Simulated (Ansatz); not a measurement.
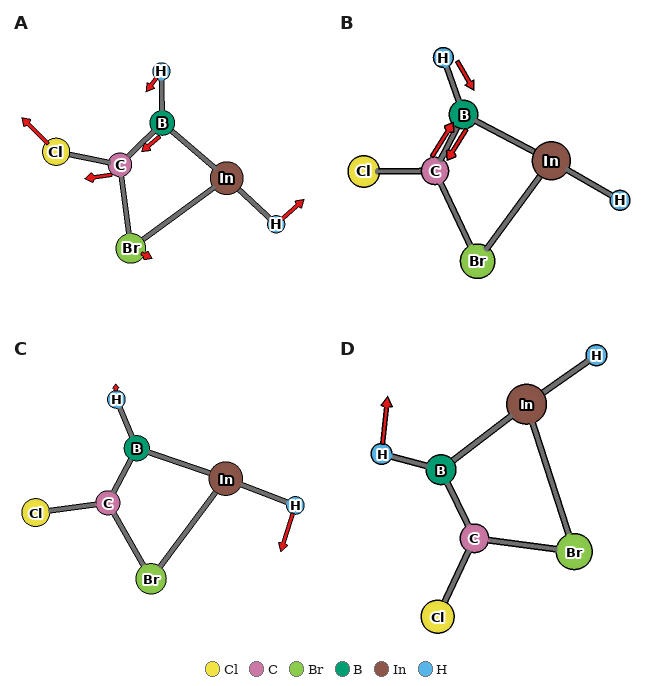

4 normal modes of one molecule or complex, as arrows. Harmonic vibrations computed with RKS PBE0-D4/def2-TZVP, core potentials on In (Ansatz 0.2.0) at a stationary point of the same level.

Question: Match the panels to the wavenumbers 247 cm⁻¹, 449 cm⁻¹, 864 cm⁻¹, 1374 cm⁻¹.

Answer: A: 247 cm⁻¹
B: 1374 cm⁻¹
C: 449 cm⁻¹, Br–In–H bending
D: 864 cm⁻¹, angle bending
